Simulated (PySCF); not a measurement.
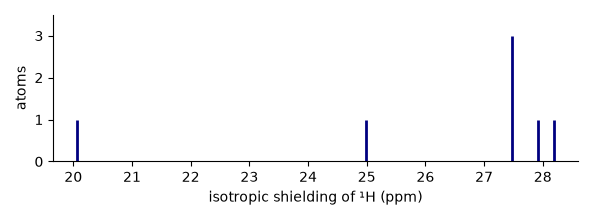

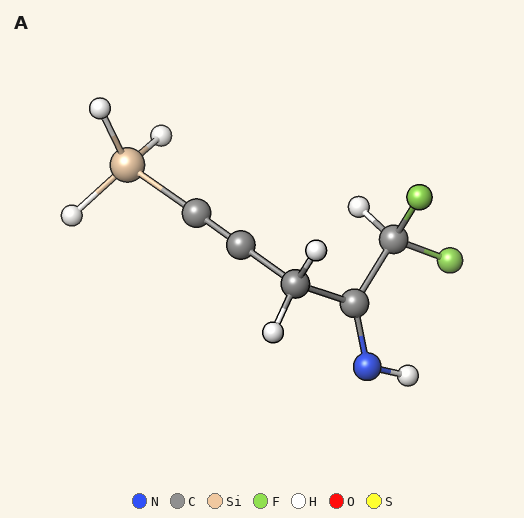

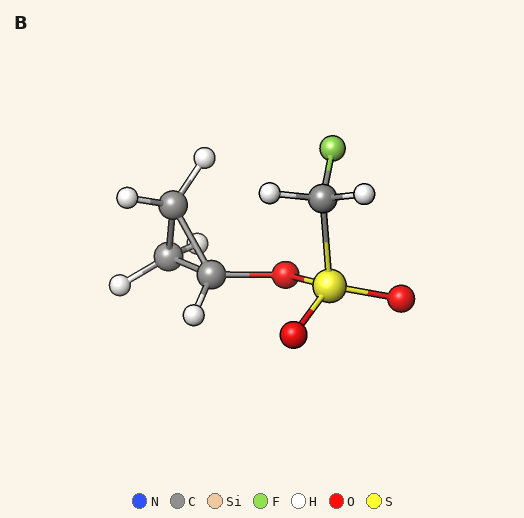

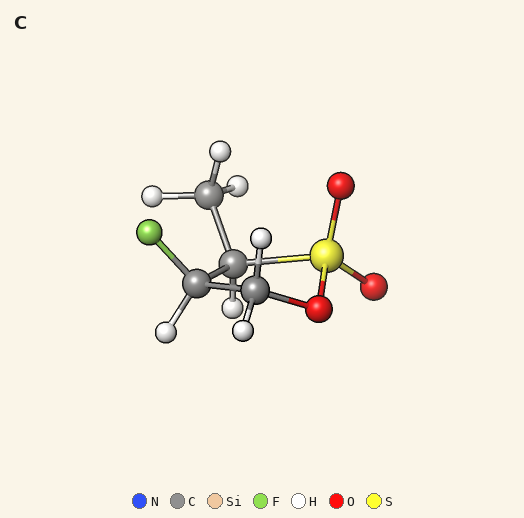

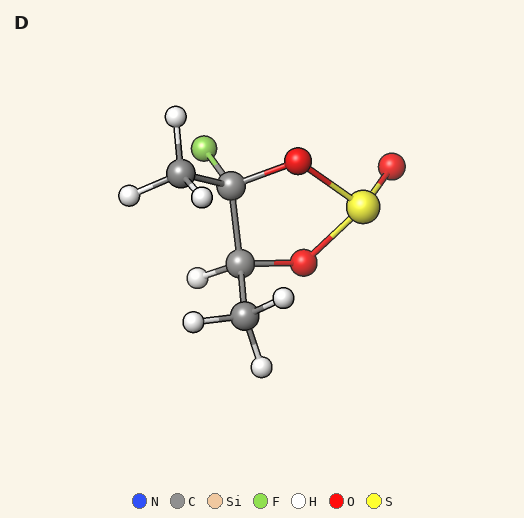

The sticks are computed shieldings of one of the molecules, for one fixed geometry (GFN2-xTB) without averaging over rotations. Low shielding means a high chemical shift. Method: GIAO PBE0/pcSseg-1 NMR shielding, non-relativistic, gas phase (PySCF 2.14.0).

Match the spectrum to a structure.

A, `[H]/N=C(/CC#C[SiH3])C(F)F`. Its 7 H atoms give lines at 20.06, 24.98, 27.47 (3 atoms), 27.93, 28.19 ppm.

The geometry is semi-empirical. Around Si such bond lengths and angles can be off by a tenth of an ångström or more and by several degrees, and values that hang on the shape move with them.
